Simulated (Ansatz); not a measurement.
# Phonons of CoSi2 (Fm-3m) against volume, part 2 of 2

Aim: how do the optical modes of CoSi2 (Fm-3m) move with volume?

Ansatz 0.2.0; DFT PBEsol, scalar-relativistic, plane waves, PAW; PAW set soft_1.

So far. Step 3 (Tight relaxation): The forces vanish by symmetry and the pressure is 0.000 GPa, within the tolerances set. The cell now holds 12.49 Å³/atom.

The database entry behind the starting cell differs from later determinations by our own check (0.1 to 0.3 % short, probably kX units), so it need not match the best structure at ambient conditions.

### Step 4. Zone-centre response at rest

The force constants come from the linear response of the density to a displacement.

The modes at rest are the reference of the series.

input.yaml

```yaml
crystal:
  lattice:
    - [0.0, 2.6562750239, 2.6562750239]
    - [2.6562750239, 0.0, 2.6562750239]
    - [2.6562750239, 2.6562750239, 0.0]
  atoms:
    - { symbol: Si, position: [0.25, 0.25, 0.25] }
    - { symbol: Si, position: [0.75, 0.75, 0.75] }
    - { symbol: Co, position: [0.0, 0.0, 0.0] }
kpoints:
  mp_grid: { grid: [16, 16, 16] }
hamiltonian:
  xc: pbesol
  pseudopotentials: { kind: paw, azcp: { folder: soft_1 }, xc_functional: pbe }
scf:
  occupations: { method: methfessel_paxton, width: 0.2 }
output:
  eigenvalues: true
phonons:
  method: dfpt
```

Run with:

```console
ansatz run input.yaml --threads 4 --pin off --max-ram 10240MiB --backend cpu --events-out ev --progress --plain --runs-dir out
```

Numbers of over 12 decimals in the logs are rounded to 6 here.

The program printed:

```text
zone centre: on kpoints.mp_grid the ground state, and the responses unless they are solved on pairs of k-points, stand on 349 of the mesh's 4096 k-points, reduced under 8 symmetry operations, with k and −k counted as one. Each operation leaves every solved displacement unchanged or reverses it
[...]
Crystal: 3 atoms, lattice volume = 37.484 Å³
Basis set: ecut = 420 eV, 725 PW (Γ), exchange–correlation on 54×54×54 points (8 copies of the dense FFT grid, shifted against one another)
Bands: 17, of which v1, the nominal top of the filled ones, is band 13 counted from 1 (12 counted from 0)
Symmetry: 48 space group operations
k-points: 349 of 4096 (irreducible under 8 space group operations, time reversal used)
[...]
SCF iter   1: F=—  HF=-6338.951559 eV  |F-HF|=—  |Δ(HF+E_count)|=         —  Δρ=1.38e-1  dr2=7.97e0  ethr=3.10e-3  ⟨swp⟩=5.1  Hψ=30141  notcnv=0
[...]
SCF iter  10: F=-6337.721802 eV  HF=-6337.721802 eV  |F-HF|=2.73e-12  |Δ(HF+E_count)|=  9.82e-11  S|Δr|=    0.00e0  Δρ=1.84e-7  dr2=6.20e-12  ethr=1.00e-12  ⟨swp⟩=5.8  Hψ=32306  notcnv=0
SCF 1 converged in 10 iterations: F = -6337.721802 eV  dr2 = 6.20e-12
[...]
DFPT response loops at Γ: preconditioner auto → Kerker (q_TF=auto, 2.550 Å⁻¹) (partly filled bands, converged f_vac=0.000); β = 1.00, the filter's whole step (`scf.mixing.beta` (0.50) is not read by the response loops under this deck's `scf.mixing.preconditioner`; to damp them name `kerker` or `kerker_dos`, under which they read `scf.mixing.beta`, and type it under 1.00, their step now; both keys bind the ground state too); Broyden in place of MSR1
SCF converged after 10 iterations
[...]
Free energy (F): -6337.721802 eV
[...]
Internal energy: -6337.722592 eV  (E = F + TS)
E sigma→0 (E₀):  -6337.721999 eV
Entropy (-TS):   0.000790 eV (0.263 meV/atom)
Fermi energy:    13.149055 eV
[...]
--- Band table (eV; the first three rows and the last of 349) ---
  k-point 0: bands = [... 9 lower, 11.1818, 14.1845, 16.5918, 16.5918, 16.5918, 16.7103, 16.7103, 16.7103]
  k-point 1: bands = [... 9 lower, 11.1625, 14.2303, 15.5222, 16.0738, 16.0738, 17.2576, 17.2576, 17.8328]
  k-point 2: bands = [... 9 lower, 11.1135, 13.9190, 15.0012, 15.5197, 15.5197, 17.7116, 17.7116, 18.4571]
  k-point 348: bands = [... 9 lower, 10.7892, 11.1326, 11.6582, 12.4727, 16.9269, 16.9269, 18.9635, 19.8477]
--- Phonons (Γ-DFPT): 2 representative perturbations + reference, on 349 of 4096 k-points (Σ response iterations 6) ---
  k mesh reduced under 8 symmetry operations, with k and −k counted as one. Each operation leaves every solved displacement unchanged or reverses it
  ASR residual: 2.900e-5 → 0.000e0 eV/Å²; symmetrization residual: 4.903e-7 eV/Å²
  ASR residual per site (eV/Å²): 2.90e-5 2.90e-5 3.29e-6
  Γ frequencies (cm⁻¹): 0.00 0.00 0.00 342.06 342.06 342.06 343.22 343.22 343.22
  non-analytic LO–TO correction: not included (Born effective charges unavailable; polar crystals: no LO–TO splitting at Γ)
```

Wall time 11 s (4 threads of Intel Xeon Platinum 8559C (Emerald Rapids), shared host); peak memory 0.97 GiB; 38 s of CPU time.

The column dr2 measures how far the density is from self-consistency, as an energy; F and HF (Harris–Foulkes) agree once it is small.

This step gave:

| Item | Value |
| --- | --- |
| sum-rule residual before enforcement | 2.90e-5 eV/Å² |
| point group | m-3m |
| highest optical mode at the zone centre (no LO-TO term) | 343.2 cm⁻¹ |
| lowest optical zone-centre mode | 342.1 cm⁻¹ |

Patterns of degenerate modes are one choice out of their space. Modes at Γ, with each element's share of the kinetic energy:

| mode | frequency (cm⁻¹) | symmetry | Si % | Co % |
| --- | --- | --- | --- | --- |
| 1 | 0.0 | acoustic | 49 | 51 |
| 2 | 0.0 | acoustic | 49 | 51 |
| 3 | 0.0 | acoustic | 49 | 51 |
| 4 | 342.1 | T2g | 100 | 0 |
| 5 | 342.1 | T2g | 100 | 0 |
| 6 | 342.1 | T2g | 100 | 0 |
| 7 | 343.2 | T1u | 51 | 49 |
| 8 | 343.2 | T1u | 51 | 49 |
| 9 | 343.2 | T1u | 51 | 49 |

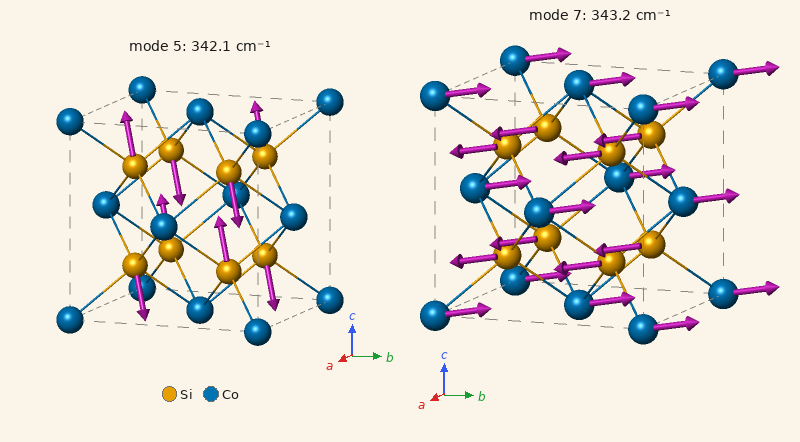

Displacement patterns of modes 5 and 7 at Γ; arrows are exaggerated. Some periodic images of atoms are drawn too.

Before it was imposed, the acoustic sum rule was missed by 2.9e-5 eV/Å². Small misses are needed for a sound result but don't prove that mesh and cutoff are converged. The lowest optical mode is real, 342 cm⁻¹.

### Step 5. Ground state of a member: 1.06 times the volume at rest

The cell is set to 1.06 times the volume at rest; symmetry leaves nothing else free, so this is a single point.

input.yaml, the sections that differ from step 4:

```yaml
crystal:
  lattice:
    - [0.0, 2.7083720742, 2.7083720742]
    - [2.7083720742, 0.0, 2.7083720742]
    - [2.7083720742, 2.7083720742, 0.0]
  atoms:
    - { symbol: Si, position: [0.25, 0.25, 0.25] }
    - { symbol: Si, position: [0.75, 0.75, 0.75] }
    - { symbol: Co, position: [0.0, 0.0, 0.0] }
output:
  forces: true
  stress: true
  eigenvalues: true
# kpoints, hamiltonian, scf: as in step 4
# phonons: removed
```

The program printed:

```text
[...]
Crystal: 3 atoms, lattice volume = 39.733 Å³
Basis set: ecut = 420 eV, 749 PW (Γ), exchange–correlation on 54×54×54 points (8 copies of the dense FFT grid, shifted against one another)
Bands: 17, of which v1, the nominal top of the filled ones, is band 13 counted from 1 (12 counted from 0)
Symmetry: 48 space group operations
[...]
k-points: 145 of 4096
[...]
SCF iter   1: F=—  HF=-6338.960850 eV  |F-HF|=—  |Δ(HF+E_count)|=         —  Δρ=1.44e-1  dr2=9.12e0  ethr=3.10e-3  ⟨swp⟩=5.2  Hψ=12446  notcnv=0
[...]
SCF iter   9: F=-6337.648163 eV  HF=-6337.648163 eV  |F-HF|=2.36e-9  |Δ(HF+E_count)|=   5.89e-8  S|Δr|=    0.00e0  Δρ=3.12e-6  dr2=3.52e-9  ethr=4.00e-10  ⟨swp⟩=6.2  Hψ=11333  notcnv=0
SCF 1 converged in 9 iterations: F = -6337.648163 eV  dr2 = 3.52e-9
[...]
SCF converged after 9 iterations
[...]
Free energy (F): -6337.648163 eV
[...]
Internal energy: -6337.649205 eV  (E = F + TS)
E sigma→0 (E₀):  -6337.648423 eV
Entropy (-TS):   0.001042 eV (0.347 meV/atom)
Fermi energy:    12.212271 eV
[...]
--- Stress (GPa, compression-positive) ---
       -9.941195       0.000000      -0.000000
       -0.000000      -9.941195      -0.000000
       -0.000000       0.000000      -9.941195
  P = ⅓ Tr σ = -9.9412 GPa (-99.412 kbar)
--- Band table (eV; the first three rows and the last of 145) ---
  k-point 0: bands = [... 9 lower, 10.4359, 12.6784, 15.5422, 15.5422, 15.5422, 15.6313, 15.6313, 15.6313]
  k-point 1: bands = [... 9 lower, 10.4179, 12.7649, 14.4931, 15.0299, 15.0299, 16.1564, 16.1564, 16.7016]
  k-point 2: bands = [... 9 lower, 10.3717, 12.7564, 13.7594, 14.4914, 14.4914, 16.5305, 16.5305, 17.3086]
  k-point 144: bands = [... 9 lower, 10.0157, 10.3529, 10.8602, 11.5974, 15.7278, 15.7278, 17.9613, 18.7044]
```

The job ended after 1 s (4 threads; peak memory 0.45 GiB).

Numbers from this step:

```
pressure        : -9.941 GPa
volume per atom : 13.24 Å³
```

The forces vanish by symmetry, at a pressure of -9.94 GPa.

### Step 6. Modes of this member: 1.06 times the volume at rest

The zone-centre modes follow for 1.06 times the volume at rest.

input.yaml, as its differences from that of step 5:

```diff
@@ -17,4 +17,4 @@
 output:
-  forces: true
-  stress: true
   eigenvalues: true
+phonons:
+  method: dfpt
```

The program printed:

```text
[...]
Crystal: 3 atoms, lattice volume = 39.733 Å³
Basis set: ecut = 420 eV, 749 PW (Γ), exchange–correlation on 54×54×54 points (8 copies of the dense FFT grid, shifted against one another)
Bands: 17, of which v1, the nominal top of the filled ones, is band 13 counted from 1 (12 counted from 0)
Symmetry: 48 space group operations
k-points: 349 of 4096 (irreducible under 8 space group operations, time reversal used)
[...]
SCF iter   1: F=—  HF=-6338.960833 eV  |F-HF|=—  |Δ(HF+E_count)|=         —  Δρ=1.44e-1  dr2=9.12e0  ethr=3.10e-3  ⟨swp⟩=5.2  Hψ=30042  notcnv=0
[...]
SCF iter  10: F=-6337.648163 eV  HF=-6337.648163 eV  |F-HF|=5.46e-12  |Δ(HF+E_count)|=  1.62e-10  S|Δr|=    0.00e0  Δρ=1.69e-7  dr2=4.84e-12  ethr=1.00e-12  ⟨swp⟩=5.9  Hψ=32751  notcnv=0
SCF 1 converged in 10 iterations: F = -6337.648163 eV  dr2 = 4.84e-12
[...]
SCF converged after 10 iterations
[...]
Free energy (F): -6337.648163 eV
[...]
Internal energy: -6337.649205 eV  (E = F + TS)
E sigma→0 (E₀):  -6337.648423 eV
Entropy (-TS):   0.001042 eV (0.347 meV/atom)
Fermi energy:    12.212293 eV
[...]
--- Band table (eV; the first three rows and the last of 349) ---
  k-point 0: bands = [... 9 lower, 10.4359, 12.6784, 15.5422, 15.5422, 15.5422, 15.6314, 15.6314, 15.6314]
  k-point 1: bands = [... 9 lower, 10.4179, 12.7649, 14.4931, 15.0299, 15.0299, 16.1564, 16.1564, 16.7017]
  k-point 2: bands = [... 9 lower, 10.3717, 12.7565, 13.7594, 14.4914, 14.4914, 16.5305, 16.5305, 17.3086]
  k-point 348: bands = [... 9 lower, 10.0157, 10.3530, 10.8602, 11.5974, 15.7278, 15.7278, 17.9613, 18.7044]
[...]
ASR residual: 2.694e-5 → 0.000e0 eV/Å²; symmetrization residual: 6.504e-7 eV/Å²
  ASR residual per site (eV/Å²): 1.69e-5 1.69e-5 2.69e-5
  Γ frequencies (cm⁻¹): 0.00 0.00 0.00 302.95 302.95 302.95 304.20 304.20 304.20
[...]
```

It took 11 s on 4 threads; peak memory 1 GiB.

This step gave:

| Quantity | Value |
| --- | --- |
| sum-rule residual before enforcement | 2.69e-5 eV/Å² |
| highest optical mode at the zone centre (no LO-TO term) | 304.2 cm⁻¹ |
| lowest optical zone-centre mode | 302.9 cm⁻¹ |

Patterns of degenerate modes are one choice out of their space. Modes at Γ, with each element's share of the kinetic energy:

| mode | frequency (cm⁻¹) | symmetry | Si % | Co % |
| --- | --- | --- | --- | --- |
| 1 | 0.0 | acoustic | 49 | 51 |
| 2 | 0.0 | acoustic | 49 | 51 |
| 3 | 0.0 | acoustic | 49 | 51 |
| 4 | 302.9 | T2g | 100 | 0 |
| 5 | 302.9 | T2g | 100 | 0 |
| 6 | 302.9 | T2g | 100 | 0 |
| 7 | 304.2 | T1u | 51 | 49 |
| 8 | 304.2 | T1u | 51 | 49 |
| 9 | 304.2 | T1u | 51 | 49 |

The lowest optical mode is real, 303 cm⁻¹, and the highest lies at 304.2 cm⁻¹.

For the highest optical mode at the zone centre (no LO-TO term), step 4 gave 343 cm⁻¹; this run, with volume ratio 1.06, gives 304 cm⁻¹ (-11 %).

### Step 7. Ground state of a member: 0.9 times the volume at rest

The cell is set to 0.9 times the volume at rest; symmetry leaves nothing else free, so this is a single point.

input.yaml, the sections that differ from step 6:

```yaml
crystal:
  lattice:
    - [0.0, 2.5646053381, 2.5646053381]
    - [2.5646053381, 0.0, 2.5646053381]
    - [2.5646053381, 2.5646053381, 0.0]
  atoms:
    - { symbol: Si, position: [0.25, 0.25, 0.25] }
    - { symbol: Si, position: [0.75, 0.75, 0.75] }
    - { symbol: Co, position: [0.0, 0.0, 0.0] }
output:
  forces: true
  stress: true
  eigenvalues: true
# kpoints, hamiltonian, scf: as in step 6
# phonons: removed
```

The program printed:

```text
[...]
Crystal: 3 atoms, lattice volume = 33.736 Å³
Basis set: ecut = 420 eV, 645 PW (Γ), exchange–correlation on 50×50×50 points (8 copies of the dense FFT grid, shifted against one another)
Bands: 17, of which v1, the nominal top of the filled ones, is band 13 counted from 1 (12 counted from 0)
Symmetry: 48 space group operations
[...]
k-points: 145 of 4096
[...]
--- Band table (eV; the first three rows and the last of 145) ---
  k-point 0: bands = [... 9 lower, 12.6053, 17.1327, 18.4276, 18.4276, 18.4276, 18.9816, 18.9816, 18.9816]
  k-point 1: bands = [... 9 lower, 12.5837, 16.9879, 17.5976, 18.0456, 18.0456, 19.4157, 19.4157, 20.0208]
  k-point 2: bands = [... 9 lower, 12.5295, 15.9416, 17.4947, 17.4947, 17.6528, 19.9999, 19.9999, 20.5045]
  k-point 144: bands = [... 9 lower, 12.2846, 12.6305, 13.1910, 14.1675, 19.2339, 19.2339, 20.9113, 22.0507]
[key lines of the parts left out:]
SCF converged after 9 iterations
Free energy (F): -6337.446381 eV
Fermi energy:    14.967928 eV
P = ⅓ Tr σ = 25.8836 GPa (258.836 kbar)
```

Wall time 1 s (4 threads); peak memory 0.44 GiB; 3.4 s of CPU time.

Numbers from this step:

| Quantity | Value |
| --- | --- |
| pressure | 25.88 GPa |
| volume per atom | 11.25 Å³ |

The forces vanish by symmetry, at a pressure of 25.88 GPa.

### Step 8. Modes of this member: 0.9 times the volume at rest

The zone-centre modes follow for 0.9 times the volume at rest.

input.yaml, as its differences from that of step 7:

```diff
@@ -17,4 +17,4 @@
 output:
-  forces: true
-  stress: true
   eigenvalues: true
+phonons:
+  method: dfpt
```

The program printed:

```text
[...]
Crystal: 3 atoms, lattice volume = 33.736 Å³
Basis set: ecut = 420 eV, 645 PW (Γ), exchange–correlation on 50×50×50 points (8 copies of the dense FFT grid, shifted against one another)
Bands: 17, of which v1, the nominal top of the filled ones, is band 13 counted from 1 (12 counted from 0)
Symmetry: 48 space group operations
k-points: 349 of 4096 (irreducible under 8 space group operations, time reversal used)
[...]
k-point 2: bands = [... 9 lower, 12.5295, 15.9416, 17.4947, 17.4947, 17.6528, 19.9999, 19.9999, 20.5045]
  k-point 348: bands = [... 9 lower, 12.2847, 12.6305, 13.1910, 14.1675, 19.2339, 19.2339, 20.9113, 22.0507]
[...]
ASR residual: 5.493e-5 → 0.000e0 eV/Å²; symmetrization residual: 2.891e-9 eV/Å²
  ASR residual per site (eV/Å²): 5.49e-5 5.49e-5 5.49e-5
  Γ frequencies (cm⁻¹): 0.00 0.00 0.00 415.85 415.85 415.85 416.49 416.49 416.49
[...]
[key lines of the parts left out:]
SCF converged after 10 iterations
Free energy (F): -6337.446381 eV
Fermi energy:    14.967942 eV
```

It took 9.6 s on 4 threads; peak memory 0.93 GiB.

This step gave:

```yaml
sum_rule_residual_before_enforcement: 5.49e-5 eV/Å²
highest_optical_mode_at_the_zone_centre_no_lo_to_term: 416.5 cm⁻¹
lowest_optical_zone_centre_mode: 415.9 cm⁻¹
```

Patterns of degenerate modes are one choice out of their space. Modes at Γ, with each element's share of the kinetic energy:

| mode | frequency (cm⁻¹) | symmetry | Si % | Co % |
| --- | --- | --- | --- | --- |
| 1 | 0.0 | acoustic | 49 | 51 |
| 2 | 0.0 | acoustic | 49 | 51 |
| 3 | 0.0 | acoustic | 49 | 51 |
| 4 | 415.9 | T1u | 51 | 49 |
| 5 | 415.9 | T1u | 51 | 49 |
| 6 | 415.9 | T1u | 51 | 49 |
| 7 | 416.5 | T2g | 100 | 0 |
| 8 | 416.5 | T2g | 100 | 0 |
| 9 | 416.5 | T2g | 100 | 0 |

The lowest optical mode is real, 416 cm⁻¹, and the highest lies at 416.5 cm⁻¹.

For the highest optical mode at the zone centre (no LO-TO term), step 4 gave 343 cm⁻¹; this run, with volume ratio 0.9, gives 416 cm⁻¹ (+21 %).

### Step 9. The series together

The members are set side by side, also those not shown above.

Each row is one cell with its response, relaxed at fixed volume as far as symmetry leaves anything free; energies are extrapolated to zero smearing, and E0 is that at rest; shape and atoms are relaxed in each cell where symmetry leaves them free; all runs use 16×16×16 k points and Methfessel-Paxton smearing of 0.2 eV. State of the crystal along the series:

| volume ratio | V (Å³/atom) | pressure (GPa) | E - E0 (meV/atom) |
| --- | --- | --- | --- |
| 0.9 | 11.24 | 25.88 | 91.82 |
| 0.92 | 11.49 | 19.52 | 56.5 |
| 0.94 | 11.74 | 13.82 | 30.58 |
| 0.96 | 11.99 | 8.703 | 13.09 |
| 0.98 | 12.24 | 4.114 | 3.154 |
| 0.99 | 12.37 | 2.001 | 0.7744 |
| 1 | 12.49 | 9.37e-5 | 0 |
| 1.02 | 12.74 | -3.687 | 2.921 |
| 1.04 | 12.99 | -6.988 | 11.29 |
| 1.06 | 13.24 | -9.941 | 24.52 |

Each mode is tracked from rest by its pattern, and modes that stay within 0.3 cm⁻¹ of each other stand once; shape and atoms are relaxed in each cell where symmetry leaves them free; all runs use 16×16×16 k points and Methfessel-Paxton smearing of 0.2 eV. Optical modes along the series:

| V (Å³/atom) | mode 4 (cm⁻¹) | mode 7 (cm⁻¹) |
| --- | --- | --- |
| 11.24 | 416.5 | 415.9 |
| 11.49 | 400.5 | 400.4 |
| 11.74 | 385.1 | 385.5 |
| 11.99 | 370.3 | 371 |
| 12.24 | 355.9 | 356.9 |
| 12.37 | 348.9 | 350 |
| 12.49 | 342.1 | 343.2 |
| 12.74 | 328.6 | 329.9 |
| 12.99 | 315.6 | 316.9 |
| 13.24 | 302.9 | 304.2 |

From cubic fits (parabolas where under five rows exist) of ln ω and P against ln V through the rows within about 4 % of rest: γ = −d ln ω / d ln V and dω/dP = γ ω / B. Slopes at rest:

| mode | fitted frequency at rest (cm⁻¹) | Grüneisen parameter γ | dω/dP (cm⁻¹/GPa) |
| --- | --- | --- | --- |
| mode 4 | 342.1 | 1.99 | 3.51 |
| mode 7 | 343.2 | 1.97 | 3.47 |

### Step 10. Outcome

```
members                                                          : 10
highest optical mode at the zone centre (no LO-TO term), at rest : 343.2 cm⁻¹
bulk modulus at rest                                             : 195 GPa
mode 4, γ                                                        : 1.99
mode 7, γ                                                        : 1.97
```

What this shows: The series spans -9.9 to 25.9 GPa, and the slope at rest gives a bulk modulus of 195 GPa. Among the modes in the table of slopes γ runs from 1.97 (mode 7) to 1.99 (mode 4). One k mesh and one cutoff serve the ground states and modes of all volumes. These are harmonic frequencies at zero temperature: anharmonic shifts, linewidths and thermal expansion are left out. With no gap, or one that is small against the smearing, the frequencies hang on the k mesh and the smearing, most of all near Kohn anomalies. The runs are without spin polarisation, although the cell has an odd electron count. The PAW files were made for PBE; the program adapts parts of them to the functional of the run, but their partial waves stay those of PBE, an approximation that was not tested in this session. Only the zone centre was solved, so an instability at another wavevector cannot show here.

[Logs are printed without paths, hosts, clocks, repeated set-up lines and the standing remarks that a program may print on its own settings, such as how far it seeks lower states.]

[Hosts, paths, dates, database ids (printed as entryN), source tags and the programs' standing remarks are cut or masked in the printed files.]
